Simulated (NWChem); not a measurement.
## Converging the basis set for C2HF2 (SMILES [CH]=C(F)F)

C2HF2 has 5 atoms, charge 0, and is taken as a doublet. SMILES: `[CH]=C(F)F`. The coordinates come from a PBE0-D4/def2-TZVP relaxation.

```xyz
5

C    -0.0282    0.9127   -0.0149
C     0.1636   -0.3661    0.1246
F     1.0438   -0.9117    0.9325
F    -0.4926   -1.3132   -0.5203
H    -0.6366    1.6045   -0.5634
```

Program: NWChem 7.3.0. Method: UMP2. Swept: basis set. Watched: the dipole moment (of the density that the program reports). Each run: gradient, 4 core orbitals frozen. Hardware: 1 thread of Intel Xeon Platinum 8488C (Sapphire Rapids), shared host.

Deviations are taken from the sweep's last point, which isn't the limit.

| basis set | basis functions | value (D) | from the best (D) | wall time |
| --- | --- | --- | --- | --- |
| 6-31G* | 58 | 1.0577 | -0.2193 | 16 s |
| 6-31+G* | 74 | 1.3261 | +0.0491 | 31 s |
| 6-31++G** | 78 | 1.2724 | -0.0046 | 38 s |
| 6-311+G** | 94 | 1.2770 | 0.0000 | 59 s |

Task: Which is the coarsest setting good to 0.05 D?

Result: 6-31+G*: it is 0.0491 D off and takes 31 s, against 59 s for 6-311+G**.

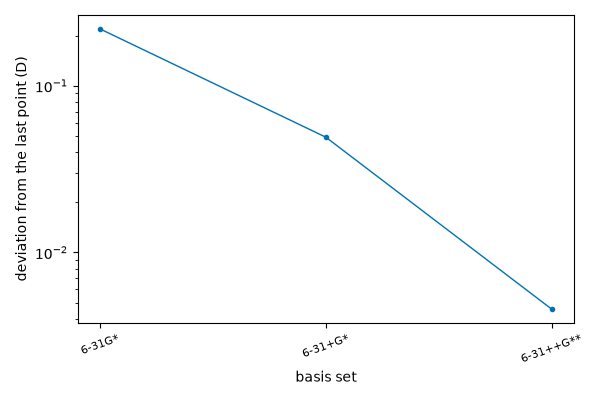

Absolute deviation from the last point of the sweep; values under 0.0001 D are drawn at that floor.
